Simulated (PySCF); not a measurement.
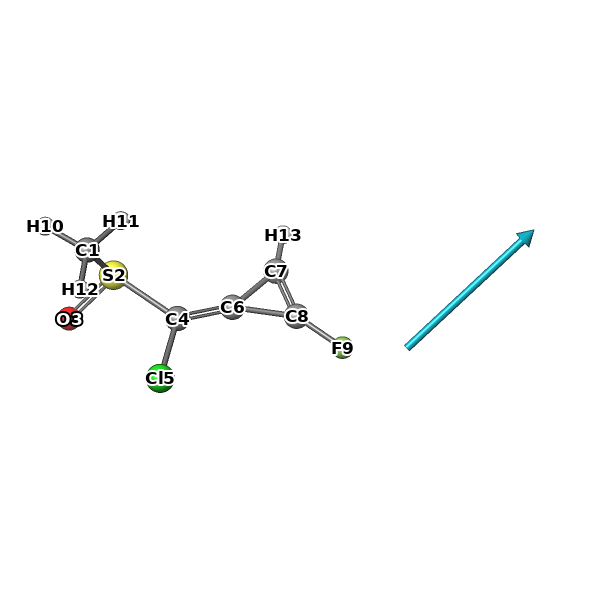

The arrow beside the molecule shows the direction of the dipole moment, from the negative to the positive end (its length means nothing). Geometry: an end point of a reaction path computed with GFN2-xTB. Method: PBE0/pcSseg-1, gas phase (PySCF 2.14.0).

How large is the dipole moment?

Answer. 5.35 D; it points from the side of O3 to the side of H13 (the outermost atoms at the two ends).
